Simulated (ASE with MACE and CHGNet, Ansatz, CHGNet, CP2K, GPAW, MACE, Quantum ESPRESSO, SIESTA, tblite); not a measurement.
# Machine-learned potentials runs on Σ3 (111)[11-2] symmetric tilt boundary in Na2S (72 atoms)

How do the settings of machine-learned potentials change the result for Σ3 (111)[11-2] symmetric tilt boundary in Na2S (72 atoms)? A plane-wave run serves as the yardstick.

Method: the method is named at each step, in ASE with MACE and CHGNet.

**1. The structure**

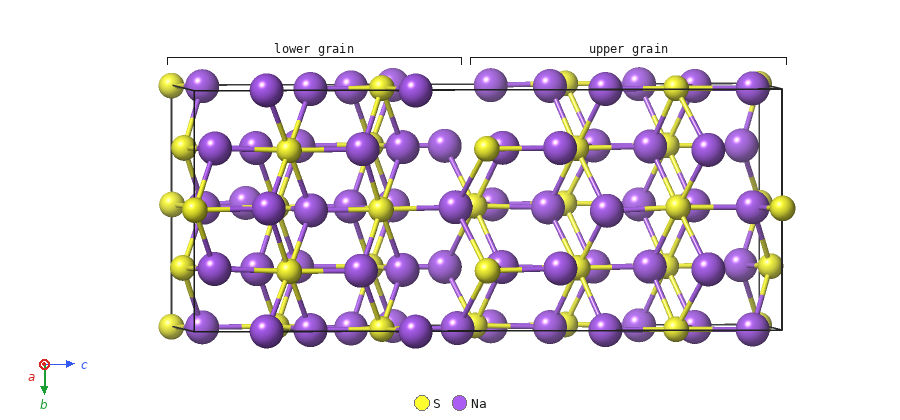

The starting structure, seen from the side, with the c axis across the page (sulfur yellow, sodium purple). Some periodic images of atoms are drawn too.

The cell holds 72 atoms: 24 S and 48 Na. Its edges and angles: a = 8.010 Å, b = 9.249 Å, c = 22.675 Å, α = 90.0°, β = 90.0°, γ = 90.0°. It derives from Na2S (fluorite-type). Antifluorite-type Na2S (a = 6.54 Å); two grains mirrored in (111), tilt axis [11-2]; 1 x 2 boundary periods, 1 lattice periods a grain, two boundaries a cell, upper grain shifted by [0.404, 0] of the boundary cell and opened by 0.01 Å, no atom removed; not relaxed, displaced by a Gaussian of 0.02 Å. Then every atom was moved at random, 0.03 Å r.m.s. a Cartesian component. Regions: lower grain, 36 atoms (12 S and 24 Na); upper grain, 36 atoms (12 S and 24 Na). The structure's axis is c.

The yardstick, on the same geometry:

* method: Kohn-Sham DFT, PBE, PAW, plane waves (Ansatz 0.2.0); cutoff 420 eV, Γ point, fermi-dirac smearing of 0.05 eV; PAW set soft_2
* r.m.s. force component: 0.5607 eV/Å
* longest force: 2.847 eV/Å
* pressure: 1.154 GPa
* gap (highest filled to lowest empty level): 2.208 eV
* SCF cycles: 8
* time: 8.8 s on 8 threads of Arm Neoverse V2, shared host
* CPU time: 64 s

**2. MACE MP-0b3 medium potential**

Method: machine-learned interatomic potential MACE MP-0b3 medium, trained on PBE(+U) plane-wave data.

Input file run.py:

```python
import numpy as np
from ase.io import read
import mlip  # loads the published weights by name

atoms = read("structure.xyz")
atoms.calc = mlip.calc("mace-mp-0b3-medium")
energy = atoms.get_potential_energy()
forces = atoms.get_forces()
print(f"energy {energy:.6f} eV")
print("forces (eV/A)")
for i, (a, f) in enumerate(zip(atoms, forces)):
    print(f"{i:4d} {a.symbol:2s} {f[0]:10.5f} {f[1]:10.5f} {f[2]:10.5f}")
stress = -atoms.get_stress(voigt=False) * 160.21766
print("stress (GPa, compression positive)")
for row in stress:
    print(" ".join(f"{x:10.4f}" for x in row))
```

Input file structure.xyz:

```xyz
72
Lattice="8.00983 0.00000 0.00000 0.00000 9.24896 0.00000 0.00000 0.00000 22.67522" Properties=species:S:1:pos:R:3 pbc="T T T"
S 3.95069 2.30438 0.03424
Na 4.01645 2.31400 2.80107
Na 4.01853 2.29652 8.46285
S 6.65008 2.33388 3.78858
Na 6.67003 2.29800 6.62774
Na 6.74644 2.25212 0.92311
S 0.04069 0.01887 22.65300
Na 7.93886 9.24554 2.78361
Na 7.99589 0.01822 8.52611
S 2.71910 9.18301 3.74980
Na 2.66535 0.03505 6.61754
Na 2.58838 9.22436 0.88728
S 5.30731 9.23842 7.51888
Na 5.37051 9.20808 10.42539
Na 5.29690 0.02127 4.76406
S 4.12867 6.90250 22.64461
Na 3.98745 6.96521 2.85050
Na 4.02198 7.00461 8.45695
S 6.61716 6.98028 3.79765
Na 6.60843 6.96400 6.56720
Na 6.71552 6.87688 0.90769
S 0.00569 4.57972 0.00658
Na 0.00833 4.52801 2.85436
Na 0.07697 4.63549 8.52157
S 2.68578 4.62411 3.74413
Na 2.64909 4.60293 6.59191
Na 2.64340 4.63604 0.93172
S 5.34111 4.64742 7.48169
Na 5.34216 4.57204 10.35600
Na 5.34095 4.67470 4.77994
S 1.30200 2.27719 7.54223
Na 1.37425 2.32195 10.37505
Na 1.35687 2.31104 4.73232
S 1.31938 6.94070 7.52681
Na 1.42919 6.96493 10.37301
Na 1.31674 6.93746 4.68697
S 7.27805 2.28311 11.35598
Na 7.28766 2.34933 19.89615
Na 7.25010 2.26045 14.18131
S 2.01215 2.31261 18.87304
Na 1.88607 2.31585 16.07741
Na 1.91972 2.32713 21.76640
S 3.25880 9.16637 11.32967
Na 3.26881 0.00120 19.81179
Na 3.21362 9.23657 14.23482
S 5.90477 0.01378 18.80411
Na 5.91694 0.03820 16.07673
Na 5.91974 0.03126 21.75642
S 0.63414 9.21002 15.11213
Na 0.56782 0.02423 12.24190
Na 0.58672 0.00185 17.96082
S 7.22927 6.96262 11.38591
Na 7.25258 6.93385 19.90091
Na 7.24769 6.88298 14.19378
S 1.85612 6.94948 18.86941
Na 1.90217 6.95753 16.06743
[... 12 atom lines left out ...]
Na 4.59115 2.28338 17.94948
S 4.52395 6.93459 15.16111
Na 4.59884 6.89122 12.22875
Na 4.56905 6.89427 17.93723
```

Started as:

```
$ OMP_NUM_THREADS=1 python run.py > output.txt
```

What it wrote:

```text
energy -232.809242 eV
forces (eV/A)
   0 S     2.72876   -0.06669    0.85597
   1 Na   -0.00837   -0.02183    0.00668
   2 Na   -0.06740    0.04446    0.04662
   3 S     0.07978   -0.11807    0.03217
   4 Na    0.00513    0.05706   -0.06277
   5 Na   -0.04436    0.17824    0.18367
   6 S     1.76054   -0.14760    0.48048
   7 Na    0.09482   -0.00848    0.11412
   8 Na   -0.06083   -0.09710   -0.00277
   9 S    -0.33165    0.29675    0.07237
  10 Na   -0.07516   -0.13009   -0.08002
  11 Na    0.41305   -0.00928    0.25767
  12 S     0.15649    0.15373    0.20236
  13 Na    2.14007    0.05642   -0.80661
  14 Na    0.07325    0.01753   -0.16308
  15 S     0.94906    0.06322    0.28555
  16 Na    0.11493   -0.11586   -0.18362
  17 Na   -0.10838   -0.15997    0.05520
  18 S     0.21973   -0.11189   -0.13051
  19 Na    0.19710   -0.01777    0.08577
  20 Na    0.14365    0.06981    0.23365
  21 S     1.39820    0.00731    0.27372
  22 Na   -0.04731    0.20473   -0.07210
  23 Na   -0.19502    0.02887   -0.04084
[...]
64 Na   -0.08112    0.06013    0.00955
  65 Na   -0.21485    0.00086   -0.05767
  66 S    -0.13064   -0.03161    0.06433
  67 Na   -0.27855   -0.10120    0.20655
  68 Na    0.09721    0.10200   -0.09498
  69 S     0.21452    0.01112   -0.11135
  70 Na   -0.19081    0.01967    0.26728
  71 Na    0.00265    0.08806    0.10443
stress (GPa, compression positive)
    1.9787    -0.0300    -0.0254
   -0.0300    -0.5048    -0.0738
   -0.0254    -0.0738     0.4973
```

Elapsed: 9.8 s, on 1 thread of Arm Neoverse V2, shared host; peak memory 0.82 GiB.

Banners, paths, timers and routine set-up lines are dropped from the logs unmarked, and long logs keep their key lines alone; longer cuts are marked.

Numbers from this run, and their distance from the reference:

```yaml
r_m_s_force_component: 0.5598 eV/Å
r_m_s_difference_of_force_components: 31.02 meV/Å
longest_difference_of_force_vectors: 116.8 meV/Å
force_difference_over_r_m_s_force: 5.532 %
slope_of_forces_against_the_reference_s: 0.9969
correlation_of_force_components: 0.9985
pressure: 0.6571 GPa
pressure_difference: -0.4969 GPa
```

Length of the force difference by element (eV/Å):

```tsv
element	atoms	mean	most
Na	48	0.046	0.12
S	24	0.044	0.072
```

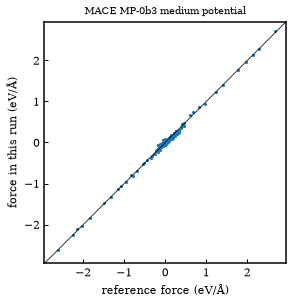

Force components against those of the reference; the line marks equality.

Local excerpt of 10 atoms (numbers count through the whole input) about Na42, which bears the longest force; x, y, z are measured from there.

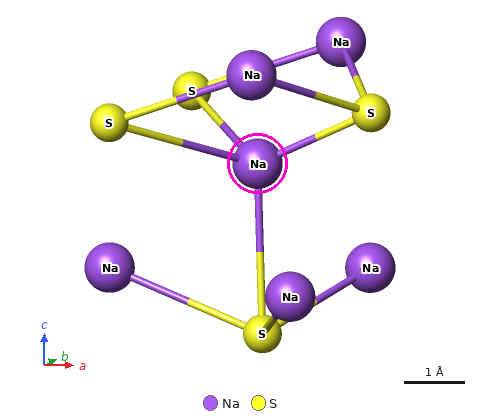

The atoms of the table, within 3.3 Å (arrows a, b, c point along x, y, z); some may hide others; the central atom is ringed.

```tsv
atom	x	y	z	distance (Å)	bonds	Fx	Fy	Fz (eV/Å)
Na42	0.00	0.00	0.00	0.00	4	-2.63	0.01	-1.14
S1	2.03	-0.02	0.94	2.24	7	2.73	-0.07	0.86
S40	0.09	-0.01	-2.89	2.89	8	-0.42	-0.07	0.09
Na12	0.67	-2.35	1.80	3.03	4	0.41	-0.01	0.26
Na27	0.72	2.31	1.84	3.04	4	0.23	0.02	0.16
S22	-1.91	2.25	0.92	3.09	7	1.40	0.01	0.27
S7	-1.88	-2.31	0.89	3.11	7	1.76	-0.15	0.48
Na38	-2.64	0.02	-1.87	3.24	3	0.04	-0.06	-0.06
Na59	1.26	2.26	-1.98	3.26	3	0.24	0.13	0.09
Na44	1.35	-2.33	-1.95	3.32	3	0.04	-0.05	0.05
```

Atoms are counted from 1 here, from 0 in the log.

Forces lie 5.5 % from the reference's, at 0.11 times its CPU time (on 1 against 8 cores).

**3. CHGNet r2SCAN potential**

Method: machine-learned interatomic potential CHGNet r2SCAN, trained on r2SCAN plane-wave data.

run.py: that of step 2 with these lines changed.

```diff
@@ -5,3 +5,3 @@
 atoms = read("structure.xyz")
-atoms.calc = mlip.calc("mace-mp-0b3-medium")
+atoms.calc = mlip.calc("chgnet-r2scan")
 energy = atoms.get_potential_energy()
```

structure.xyz is that of step 2.

What it wrote:

```text
CHGNet vr2scan initialized with 412,525 parameters
CHGNet will run on cpu
energy -450.400177 eV
forces (eV/A)
   0 S     2.09920   -0.04506    0.70362
   1 Na   -0.01497   -0.02980    0.01593
   2 Na   -0.04373    0.03578    0.06508
   3 S     0.06680   -0.06920    0.04087
   4 Na   -0.02407    0.01537   -0.04018
   5 Na   -0.07826    0.07716    0.06484
   6 S     1.43928   -0.06066    0.40352
   7 Na    0.07144    0.00596    0.07450
   8 Na   -0.05295   -0.05383    0.04541
   9 S    -0.20413    0.20705    0.05936
  10 Na   -0.04196   -0.08251   -0.06252
  11 Na    0.17715   -0.03099    0.08946
  12 S     0.10944    0.08241    0.10756
  13 Na    1.63564    0.03337   -0.61198
  14 Na    0.03789    0.01774   -0.07562
  15 S     0.80563    0.04018    0.22875
  16 Na    0.05113   -0.07018   -0.09941
  17 Na   -0.06097   -0.07767    0.06730
  18 S     0.12972   -0.08563   -0.06029
  19 Na    0.09195   -0.01153    0.03321
  20 Na    0.01926    0.03611    0.09686
  21 S     1.07046   -0.02332    0.21590
  22 Na   -0.03010    0.11792   -0.01750
  23 Na   -0.12841    0.02624    0.02425
[...]
64 Na    0.01531    0.04527   -0.05513
  65 Na   -0.10554   -0.01258   -0.05386
  66 S    -0.10211    0.00402    0.07600
  67 Na   -0.07701   -0.06465    0.05971
  68 Na    0.05999    0.04323   -0.07888
  69 S     0.12828    0.02700   -0.06378
  70 Na   -0.04648    0.00719    0.12300
  71 Na   -0.00040    0.02739    0.05998
stress (GPa, compression positive)
    1.3019    -0.0213    -0.0240
   -0.0213    -0.6549    -0.0460
   -0.0240    -0.0460     0.0571
```

It took 3.3 s on 1 thread; peak memory 0.73 GiB.

Compared with the plane-wave run:

```yaml
r_m_s_force_component: 0.4268 eV/Å
r_m_s_difference_of_force_components: 146.4 meV/Å
longest_difference_of_force_vectors: 657 meV/Å
force_difference_over_r_m_s_force: 26.11 %
slope_of_forces_against_the_reference_s: 0.7555
correlation_of_force_components: 0.9927
pressure: 0.2347 GPa
pressure_difference: -0.9193 GPa
```

Against the first run (5.5 %), the force difference from the reference is 26 %, at 0.41 times the CPU time; this potential was trained at another functional than the reference's, which explains only part of so large a difference.

**4. MACE MP-0b2 small potential**

Method: machine-learned interatomic potential MACE MP-0b2 small, trained on PBE(+U) plane-wave data.

run.py: that of step 3 with these lines changed.

```diff
@@ -5,3 +5,3 @@
 atoms = read("structure.xyz")
-atoms.calc = mlip.calc("chgnet-r2scan")
+atoms.calc = mlip.calc("mace-mp-0b2-small")
 energy = atoms.get_potential_energy()
```

structure.xyz is that of step 3.

What it wrote:

```text
energy -232.879768 eV
forces (eV/A)
   0 S     2.79748   -0.05619    0.81580
   1 Na   -0.00233   -0.02302    0.06673
   2 Na   -0.06280    0.02787   -0.03175
   3 S     0.08804   -0.11474    0.02483
   4 Na   -0.00969    0.05107   -0.06614
   5 Na   -0.04716    0.14715    0.20555
   6 S     1.85922   -0.12866    0.45872
   7 Na    0.08624   -0.00504    0.15252
   8 Na   -0.08476   -0.08308   -0.07714
   9 S    -0.31908    0.29162    0.06666
  10 Na   -0.06397   -0.11507   -0.07538
  11 Na    0.35651   -0.01672    0.27885
  12 S     0.15610    0.13711    0.23392
  13 Na    2.20558    0.05306   -0.79753
  14 Na    0.05990    0.01763   -0.14225
  15 S     1.01052    0.07310    0.24819
  16 Na    0.10334   -0.10104   -0.12409
  17 Na   -0.10336   -0.12433   -0.01751
  18 S     0.20148   -0.11541   -0.12449
  19 Na    0.15663   -0.01706    0.06405
  20 Na    0.12365    0.07201    0.26448
  21 S     1.46003   -0.00718    0.22854
  22 Na   -0.04765    0.17110   -0.01652
  23 Na   -0.18477    0.02584   -0.11854
[...]
64 Na   -0.05797    0.04411    0.05544
  65 Na   -0.17232    0.00103   -0.05830
  66 S    -0.13375   -0.02464    0.07825
  67 Na   -0.21182   -0.08645    0.21764
  68 Na    0.09279    0.08252   -0.10203
  69 S     0.20504    0.01455   -0.10876
  70 Na   -0.12918    0.00721    0.29664
  71 Na   -0.00274    0.07206    0.07199
stress (GPa, compression positive)
    1.9256    -0.0226    -0.0262
   -0.0226    -0.5586    -0.0633
   -0.0262    -0.0633     0.5242
```

Wall time 5.3 s (1 thread); peak memory 0.67 GiB.

Numbers from this run, and their distance from the reference:

* r.m.s. force component: 0.5741 eV/Å
* r.m.s. difference of force components: 29.38 meV/Å
* longest difference of force vectors: 118.6 meV/Å
* force difference over r.m.s. force: 5.239 %
* slope of forces against the reference's: 1.023
* correlation of force components: 0.9989
* pressure: 0.6304 GPa
* pressure difference: -0.5236 GPa

Against the first run (5.5 %), the force difference from the reference is 5.2 %, at 0.74 times the CPU time.

**5. The ladder**

Differences are against the plane-wave reference, forces as r.m.s. over components; share is that over the reference's r.m.s. force, slope the least-squares factor from reference forces to these. Total energies of different programs have different zeros and aren't compared.

```tsv
run	Δ force, r.m.s. (meV/Å)	share (%)	slope	Δ pressure (GPa)	cores	CPU time	memory (GiB)
reference	-	-	-	-	8	64 s	1.9
MACE MP-0b3 medium potential	31.0	5.53	0.997	-0.497	1	7.2 s	0.82
CHGNet r2SCAN potential	146	26.1	0.755	-0.919	1	3 s	0.73
MACE MP-0b2 small potential	29.4	5.24	1.023	-0.524	1	5.3 s	0.67
```

Times of the machine-learned potentials are mostly Python's start and the loading of weights.

CPU time is summed over cores on a shared host, where runs went side by side, so it is rough. Symmetry, cutoffs, thresholds, outputs and thread counts weren't matched or tuned between programs; memory under MPI is the largest rank's times the ranks.

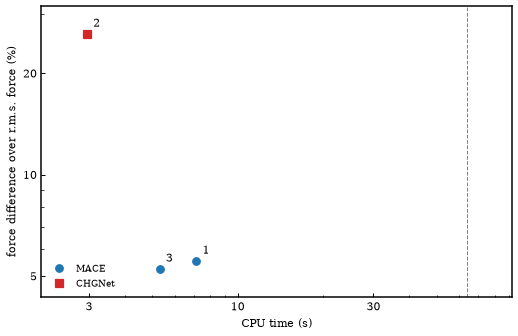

Force difference against CPU time; the dashed line marks the reference's time. Points: 1 MACE MP-0b3 medium potential; 2 CHGNet r2SCAN potential; 3 MACE MP-0b2 small potential.

**6. Results**

```yaml
nearest_in_forces: MACE MP-0b2 small potential, 5.2 %
its_cpu_time: 5.3 s
```

What this shows: Machine-learned potentials differ by 5.2 % (MACE MP-0b2 small potential) to 26 % (CHGNet r2SCAN potential); they were trained on other programs' data, some at another functional. Machine-learned potentials mimic data converged in k, so the reference's own k-point error enters their differences. The host structure and its lattice constant were typed by rule, without a check against the phase diagram. The electronic-structure runs sample only Γ, in a cell whose shortest periodic width is 8 Å.

[Also dropped from logs without a mark: logging warnings of Python, and SIESTA's first energy breakdown and zero terms.]

[Logs are printed without paths, hosts, clocks, repeated set-up lines and the standing remarks that a program may print on its own settings, such as how far it seeks lower states.]

[Hosts, paths, dates, database ids (printed as entryN), source tags and the programs' standing remarks are cut or masked in the printed files.]
